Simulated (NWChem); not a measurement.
## SiF4: energy and gradient calculation

- system: SiF4, SMILES F[Si](F)(F)F
- method: M06-2X/6-311+G**, RKS (NWChem 7.3.0)

The geometry comes from this level: PBE0-D4/def2-TZVP.

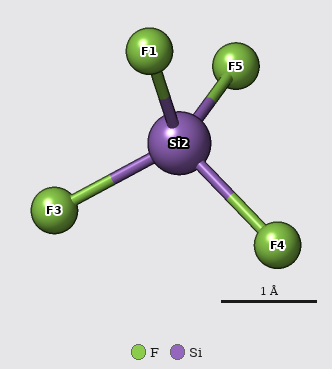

*The structure as given in the input (ball-and-stick view, seen at a tilt; atoms are numbered from 1 in the order of the input).*

Input
```python
from ase import Atoms
from ase.calculators.nwchem import NWChem

molecule = Atoms(['F', 'Si', 'F', 'F', 'F'], positions=[
    [0.143200, -0.791930, 1.338460],
    [0.000000, -0.000000, -0.000000],
    [-1.047100, 1.144420, 0.181750],
    [-0.477230, -0.967810, -1.129040],
    [1.381130, 0.615320, -0.391170],
])

calc = NWChem(
    label='mymol',
    theory='dft',
    memory='2200 mb',
    basis='6-311+G**',
    basispar='spherical bse',
    dft={'xc': 'm06-2x', 'mult': '1', 'grid': 'fine', 'convergence': 'energy 1e-08', 'iterations': '100', 'mulliken': None},
)
molecule.calc = calc

forces = molecule.get_forces()
print("Total energy (eV):", round(molecule.get_potential_energy(), 6))
print("forces (eV/A):")
for s, f in zip(molecule.symbols, forces):
    print(f"{s:2s} {f[0]:10.5f} {f[1]:10.5f} {f[2]:10.5f}")
print("dipole (e A):", molecule.get_dipole_moment().round(4))
```

File mymol.nwi
```
title "mymol"

permanent_dir mymol

scratch_dir mymol

start mymol

geometry units angstrom nocenter noautosym noautoz
  F  1.4319999999999999e-01 -7.9193000000000002e-01 1.3384600000000000e+00
  Si 0.0000000000000000e+00 -0.0000000000000000e+00 -0.0000000000000000e+00
  F  -1.0470999999999999e+00 1.1444200000000000e+00 1.8174999999999999e-01
  F  -4.7722999999999999e-01 -9.6780999999999995e-01 -1.1290400000000000e+00
  F  1.3811300000000000e+00 6.1531999999999998e-01 -3.9117000000000002e-01
end

memory 2200 mb

basis spherical bse noprint
   * library 6-311+G**
end

dft
  xc m06-2x
  mult 1
  grid fine
  convergence energy 1e-08
  iterations 100
  mulliken
end

task dft gradient
```

Machine: 1 thread of Intel Xeon (Granite Rapids), 12 GiB of memory available, shared host.

Launch command:
```bash
export ASE_NWCHEM_COMMAND="nwchem PREFIX.nwi > PREFIX.nwo"
python run.py
```

The program's output
```
Total energy (eV): -18751.578747
forces (eV/A):
F     0.05034   -0.27845    0.47113
Si    0.00077    0.00072   -0.00144
F    -0.36762    0.40181    0.06345
F    -0.16764   -0.33969   -0.39600
F     0.48419    0.21556   -0.13714
dipole (e A): [ 0. -0.  0.]
```

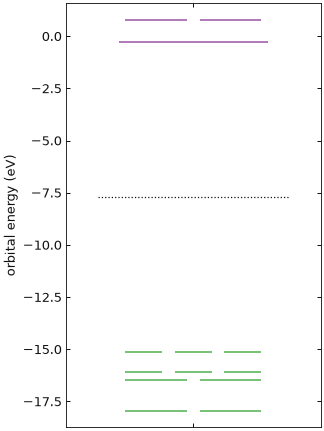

*Orbital energies near the frontier; the dotted line parts filled from empty levels, and levels within 0.02 eV of each other stand side by side.*

Highest filled −15.12 eV, lowest empty −0.26 eV, 14.86 eV apart.

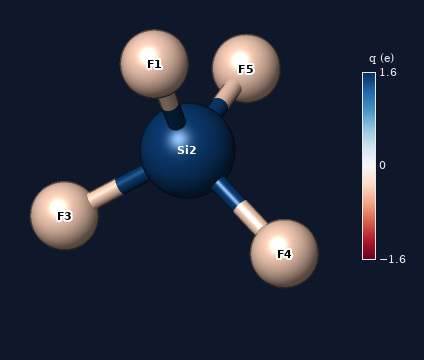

*Mulliken charges, as the colour of each atom (ball-and-stick view, seen at a tilt; atoms are numbered from 1 in the order of the input).*

By element: F −0.38 and Si +1.53 e.

Results in brief

| quantity | value |
| --- | --- |
| outcome | converged |
| total energy | −689.107814 hartree |
| basis functions | 118 |
| largest force | 0.550 eV/Å |
| HOMO | −15.12 eV |
| LUMO | −0.26 eV |
| dipole moment | 0.00 D |
| wall time | 21 s |
| peak memory | 0.13 GiB |
